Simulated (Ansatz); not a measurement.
# AlH₃ (singlet): from Hartree-Fock to the top rungs at scale of all distances = 1.106, cc-pVDZ

How much of the correlation energy of AlH₃ (singlet) does each wave-function method recover here?

Program: Ansatz 0.2.0, Gaussian basis. Level of theory: cc-pVDZ, core rule «outside noble gas», up to 5 orbitals frozen. These are calculated values, not measurements.

To be run: UHF; CCSD(T) on RHF; BCCD(T) on RHF; CISD; CCSDT(Q) on RHF; CCSDTQ on RHF; CASSCF and MRCISD+Q, 2 electrons in 2 orbitals; CASSCF and NEVPT2, 2 electrons in 2 orbitals; Full CI.

20 further runs of the same task are left out: 10 for a known fault of the program, 8 that didn't finish, 2 set aside as unsound or not needed.

## 1. The geometry

The geometry derives from a PBE0/def2-TZVP stationary point (not a proven minimum). All distances are scaled together.

4 atoms, charge 0, spin multiplicity 1.

Atoms are counted from 1 here; the program's logs count them from 0.

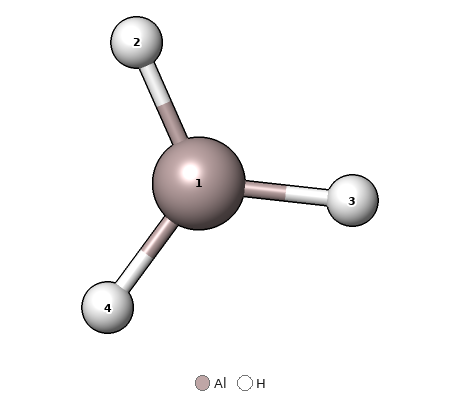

The structure; aluminium light grey, hydrogen white; atoms are numbered from 1 in the order of the file.

## 2. UHF

in.yaml

```yaml
crystal:
  periodic: [false, false, false]
  atoms:
    - {symbol: Al, position_ang: [0.000000, 0.000000, 0.000000]}
    - {symbol: H, position_ang: [1.753868, 0.016646, -0.000092]}
    - {symbol: H, position_ang: [-0.891351, 1.510568, -0.003086]}
    - {symbol: H, position_ang: [-0.862518, -1.527215, 0.003178]}
basis:
  gaussian: {orbitals: cc-pVDZ}
magnetization: {spin_polarized: true, initial_magnetization: 0}
hamiltonian: {xc: hf}
output: {orbitals: {seedname: orbitals}}
```

Launch:

```
$ ansatz run in.yaml --threads 1 --pin off --events-out ev --progress --plain --max-ram 2393MiB
```

The runs that follow: CCSD(T) on RHF; BCCD(T) on RHF; CISD; CCSDT(Q) on RHF; CCSDTQ on RHF; CASSCF and MRCISD+Q, 2 electrons in 2 orbitals; CASSCF and NEVPT2, 2 electrons in 2 orbitals; Full CI.

**Question.** What will the summary of the whole plan be? Wanted: FCI below the RHF energy; RMP2 from FCI; RCCSD from FCI; RCCSD(T) from FCI; RCCSDT(Q) from FCI; NEVPT2 pair from FCI; MRCISD+Q pair from FCI; T1 diagnostic; effectively unpaired electrons.

**Answer**, as computed:

```
                         quantity                                                         value
         FCI below the RHF energy                                                    -2.8483 eV
                    RMP2 from FCI                                                  +72.2 kJ/mol
                   RCCSD from FCI                                                   +5.1 kJ/mol
                RCCSD(T) from FCI                                                   +1.5 kJ/mol
               RCCSDT(Q) from FCI                                                    0.0 kJ/mol
             NEVPT2 pair from FCI                                                  +68.8 kJ/mol
           MRCISD+Q pair from FCI                                                   -2.2 kJ/mol
levels within 1 kcal/mol (43 meV)  RCCSD(T), BCCD(T), RCCSDT, RCCSDT(Q), RCCSDTQ, MRCISD+Q pair
                    T1 diagnostic                                                         0.011
   effectively unpaired electrons                                                          0.05
```

What this shows: RCCSD(T) misses by +1.5 kJ/mol, 0.5 % of the correlation energy. MRCISD+Q pair falls below full CI: the +Q correction isn't variational, and the cores differ from full CI's. One determinant dominates. Of the multireference levels listed MRCISD+Q pair comes nearest in total energy (-2.2 kJ/mol), which doesn't show that its space is the better one. These misses are within one basis, not against nature.
